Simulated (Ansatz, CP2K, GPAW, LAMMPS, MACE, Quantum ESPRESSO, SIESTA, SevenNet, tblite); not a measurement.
# Running ionic liquid ethylpyridinium dicyanamide with Li salt at 400 K (98 atoms) with CP2K, part 3 of 3

Aim: run ionic liquid ethylpyridinium dicyanamide with Li salt at 400 K (98 atoms) in CP2K and see how near its forces come to a plane-wave reference, and at what cost.

Program: CP2K 2026.2; the method stands at each step. Banners, paths, timers and routine set-up lines are dropped from the logs unmarked, and long logs keep their key lines alone; longer cuts are marked.

So far. Step 5 (PBE, TZVP-UZH, 600/50 Ry, diagonalisation): Against the first run (8.0 %), the force difference from the reference is 4.1 %, at 1.1 times the CPU time (on 4 against 2 cores), with 1216 basis functions against 947; this set comes with other potentials too, so the change isn't the basis's alone. Step 6 (PBE, DZVP-MOLOPT-SR, 210/50 Ry, diagonalisation): Against the first run (8.0 %), the force difference from the reference is 8.4 %, at 0.73 times the CPU time.

**7. Another try, on a changed input**

Level of this step: Kohn-Sham DFT, PBE, GTH-PBE pseudopotentials, Gaussian and plane waves, DZVP-MOLOPT-SR-GTH, diagonalisation (CP2K).

Contents of input.inp:

```
&GLOBAL
  PROJECT cell
  RUN_TYPE ENERGY_FORCE
  PRINT_LEVEL LOW
&END GLOBAL
&FORCE_EVAL
  METHOD QS
  STRESS_TENSOR ANALYTICAL
  &DFT
    BASIS_SET_FILE_NAME BASIS_MOLOPT
    POTENTIAL_FILE_NAME GTH_POTENTIALS
    &MGRID
      CUTOFF 600
      REL_CUTOFF 50
      NGRIDS 5
    &END MGRID
    &QS
      EPS_DEFAULT 1.0E-12
    &END QS
    &SCF
      SCF_GUESS ATOMIC
      EPS_SCF 1.0E-06
      MAX_SCF 3
      ADDED_MOS 14
      &DIAGONALIZATION
        ALGORITHM STANDARD
      &END DIAGONALIZATION
      &SMEAR ON
        METHOD FERMI_DIRAC
        ELECTRONIC_TEMPERATURE [K] 580
      &END SMEAR
      &MIXING
        METHOD BROYDEN_MIXING
        ALPHA 0.3
        NBROYDEN 8
      &END MIXING
      &PRINT
        &RESTART OFF
        &END RESTART
      &END PRINT
    &END SCF
    &XC
      &XC_FUNCTIONAL PBE
      &END XC_FUNCTIONAL
    &END XC
    &PRINT
      &MULLIKEN ON
      &END MULLIKEN
      &LOWDIN ON
      &END LOWDIN
      &MO ON
        EIGENVALUES T
        OCCUPATION_NUMBERS T
        MO_INDEX_RANGE 134 157
        &EACH
          QS_SCF 0
        &END EACH
        ADD_LAST NUMERIC
      &END MO
    &END PRINT
  &END DFT
  &SUBSYS
    &CELL
      A 10.51987 0.00000 0.00000
      B 0.00000 10.51987 0.00000
      C 0.00000 0.00000 10.51987
    &END CELL
    &COORD
[... 98 atom lines left out: the same atoms as in the first run ...]
    &END COORD
    &KIND C
      BASIS_SET DZVP-MOLOPT-SR-GTH-q4
      POTENTIAL GTH-PBE-q4
    &END KIND
    &KIND N
      BASIS_SET DZVP-MOLOPT-SR-GTH-q5
      POTENTIAL GTH-PBE-q5
    &END KIND
    &KIND H
      BASIS_SET DZVP-MOLOPT-SR-GTH-q1
      POTENTIAL GTH-PBE-q1
    &END KIND
    &KIND Li
      BASIS_SET DZVP-MOLOPT-SR-GTH-q3
      POTENTIAL GTH-PBE-q3
    &END KIND
  &END SUBSYS
  &PRINT
    &FORCES ON
    &END FORCES
    &STRESS_TENSOR ON
    &END STRESS_TENSOR
  &END PRINT
&END FORCE_EVAL
```

The run is started by

```
> OMP_NUM_THREADS=2 cp2k.psmp -i input.inp > output.txt
```

Numbers of over 12 decimals in the logs are rounded to 6 here.

Output:

```text
CP2K| version string:                                       CP2K version 2026.2
 CP2K| Input file name                                                 input.inp
 GLOBAL| Basis set file name                                        BASIS_MOLOPT
 GLOBAL| Potential file name                                      GTH_POTENTIALS
 GLOBAL| Run type                                                   ENERGY_FORCE
 GLOBAL| Total number of message passing processes                             1
 GLOBAL| Number of threads for this process                                    2
 TOTAL NUMBERS AND MAXIMUM NUMBERS
  Total number of            - Atomic kinds:                                   4
                             - Atoms:                                         98
[... lines left out ...]
                        Smear method:                                FERMI_DIRAC
[... lines left out ...]
 Number of electrons:                                                        290
[... lines left out ...]
 Number of independent orbital functions:                                    947
 SCF WAVEFUNCTION OPTIMIZATION
  Step     Update method      Time    Convergence         Total energy    Change
     1 NoMix/Diag. 0.30E+00    5.0     1.05263323      -427.2747448779 -4.27E+02
     2 Broy./Diag. 0.30E+00    6.7     0.38368751      -411.2304916938  1.60E+01
     3 Broy./Diag. 0.30E+00    6.7     0.07670002      -427.9106447918 -1.67E+01
  Leaving inner SCF loop after reaching     3 steps.
  Electronic density on regular grids:       -290.0000000000        0.0000000000
  Core density on regular grids:              289.9999999998       -0.0000000002
  Total charge density on r-space grids:       -0.0000000002
  Total charge density g-space grids:          -0.0000000002
  Overlap energy of the core charge distribution:               9.20202e-05
  Self energy of the core charge distribution:              -1041.658150
  Core Hamiltonian energy:                                    322.684156
  Hartree energy:                                             420.140103
  Exchange-correlation energy:                               -129.076846
  Electronic entropic energy:                                  -2e-14
  Fermi energy:                                                 0.012608
  Total energy:                                              -427.910645
  Total energy (extrapolated to T->0):                       -427.910645
 *   ___                                                                       *
 *  /   \                                                                      *
 * [ABORT]                                                                     *
 *  \___/     SCF run NOT converged. To continue the calculation regardless,   *
 *    |             please set the keyword IGNORE_CONVERGENCE_FAILURE.         *
 *  O/|                                                                        *
 * /| |                                                                        *
```

It took 26 s on 2 threads of Arm Neoverse V2, shared host; peak memory 2.5 GiB.

The run stopped without converging, so its numbers are no property of the system. The fault in the input: too few SCF iterations (iteration limit 3).

**8. Side by side**

Differences are against the plane-wave reference, forces as r.m.s. over components; share is that over the reference's r.m.s. force, slope the least-squares factor from reference forces to these. Total energies of different programs have different zeros and aren't compared.

```tsv
run	Δ force, r.m.s. (meV/Å)	share (%)	slope	Δ pressure (GPa)	Δ gap (eV)	cores	CPU time	memory (GiB)
reference	-	-	-	-	-	2	5.1 min	2.3
CP2K PBE, DZVP-MOLOPT-SR, 600/50 Ry, diagonalisation	137	7.96	1.053	0.594	-0.129	2	4.5 min	2.9
CP2K PBE, TZV2P-MOLOPT (SR for Li), 600/50 Ry, diagonalisation	40.4	2.35	0.988	0.210	-0.0143	4	35 min	4.5
CP2K PBE, SZV-MOLOPT-SR, 600/50 Ry, diagonalisation (coarse)	1972	115	1.752	8.47	-	1	2.8 min	2.8
CP2K PBE, TZVP-UZH, 600/50 Ry, diagonalisation	70.8	4.12	1.011	0.700	-0.0337	4	4.9 min	3.9
CP2K PBE, DZVP-MOLOPT-SR, 210/50 Ry, diagonalisation (coarse)	144	8.39	1.055	0.629	-0.129	2	3.3 min	0.9
```

Rows marked coarse were listed beforehand as settings not expected to be converged; some can still land near the reference.

CPU time is summed over cores on a shared host, where runs went side by side, so it is rough. Symmetry, cutoffs, thresholds, outputs and thread counts weren't matched or tuned between programs; memory under MPI is the largest rank's times the ranks.

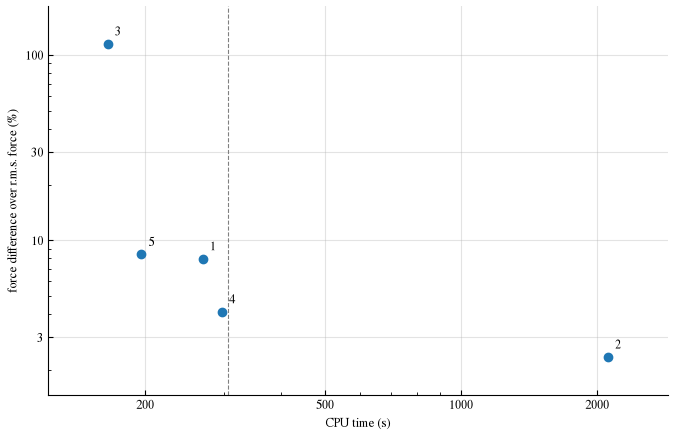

Force difference against CPU time; the dashed line marks the reference's time. Points: 1 CP2K PBE, DZVP-MOLOPT-SR, 600/50 Ry, diagonalisation; 2 CP2K PBE, TZV2P-MOLOPT (SR for Li), 600/50 Ry, diagonalisation; 3 CP2K PBE, SZV-MOLOPT-SR, 600/50 Ry, diagonalisation; 4 CP2K PBE, TZVP-UZH, 600/50 Ry, diagonalisation; 5 CP2K PBE, DZVP-MOLOPT-SR, 210/50 Ry, diagonalisation.

Mean charges by element (e), by run and scheme:

```tsv
run	scheme	C	N	H	Li
CP2K PBE, DZVP-MOLOPT-SR, 600/50 Ry, diagonalisation	Mulliken	+0.06	-0.31	+0.08	+0.39
CP2K PBE, TZV2P-MOLOPT (SR for Li), 600/50 Ry, diagonalisation	Mulliken	+0.02	-0.29	+0.10	+0.82
CP2K PBE, TZVP-UZH, 600/50 Ry, diagonalisation	Mulliken	+0.06	-0.37	+0.10	+0.59
```

Within one program, basis, potentials and functional, energies share a zero. Each run against its twin at the usual cutoff or grid and solver:

```tsv
run	twin	Δ energy (meV/atom)	Δ force, r.m.s. (meV/Å)	CPU time over the twin's
CP2K PBE, DZVP-MOLOPT-SR, 210/50 Ry, diagonalisation	DZVP-MOLOPT-SR, 600/50 Ry, diagonalisation	-0.748	48.3	0.73
```

Further runs of this program without a result: CP2K GFN1-xTB, diagonalisation (not converged); CP2K PBE, SZV-MOLOPT-SR, 600/50 Ry, TRS4 filter 1e-04, SCF 1e-05 (not converged); CP2K PBE, SZV-MOLOPT-SR, 600/50 Ry, TRS4 filter 1e-05, SCF 1e-06 (not converged); CP2K PBE, SZV-MOLOPT-SR, 600/50 Ry, TRS4 filter 1e-07, SCF 1e-07 (not converged).

**9. Outcome**

```
nearest in forces : CP2K PBE, TZV2P-MOLOPT (SR for Li), 600/50 Ry, diagonalisation, 2.3 %
its CPU time      : 35 min
```

The PBE runs in local orbitals, coarse settings apart, differ by 2.3 % (CP2K PBE, TZV2P-MOLOPT (SR for Li), 600/50 Ry, diagonalisation) to 8.0 % (CP2K PBE, DZVP-MOLOPT-SR, 600/50 Ry, diagonalisation); basis, grid and potentials can all enter. Runs with settings chosen to be coarse differ by 8.4 % (CP2K PBE, DZVP-MOLOPT-SR, 210/50 Ry, diagonalisation) to 115 % (CP2K PBE, SZV-MOLOPT-SR, 600/50 Ry, diagonalisation), their programs' other errors included. None of the electronic-structure runs in the table takes under half the reference's CPU time of 5.1 min; they take 0.54 to 6.9 times as much. At the same functional, gaps differ from the reference's 1.79 eV by between -0.13 and -0.01 eV. In pressure, CP2K PBE, SZV-MOLOPT-SR, 600/50 Ry, diagonalisation misses by +8.5 GPa, at the same functional. Charges hang on program or settings: among these rows the mean for Li runs from +0.39 to +0.82 e. The reference's pressure holds the uncorrected Pulay stress of its 60 Ry basis, so small pressure differences, and their order, may be the reference's own error. The network of contacts between molecules at the start is that of the classical potential that made the cell, and needn't be the one that DFT or experiment would give. The reference's PBE has no dispersion term, which matters for the binding between molecules or layers. The density was typed from a rule of thumb and may lie off the real one at this temperature. The electronic-structure runs sample only Γ, in a cell whose shortest periodic width is 11 Å.

[Also dropped from logs without a mark: logging warnings of Python, and SIESTA's first energy breakdown and zero terms.]

[Logs are printed without paths, hosts, clocks, repeated set-up lines and the standing remarks that a program may print on its own settings, such as how far it seeks lower states.]

[Hosts, paths, dates, database ids (printed as entryN), source tags and the programs' standing remarks are cut or masked in the printed files.]
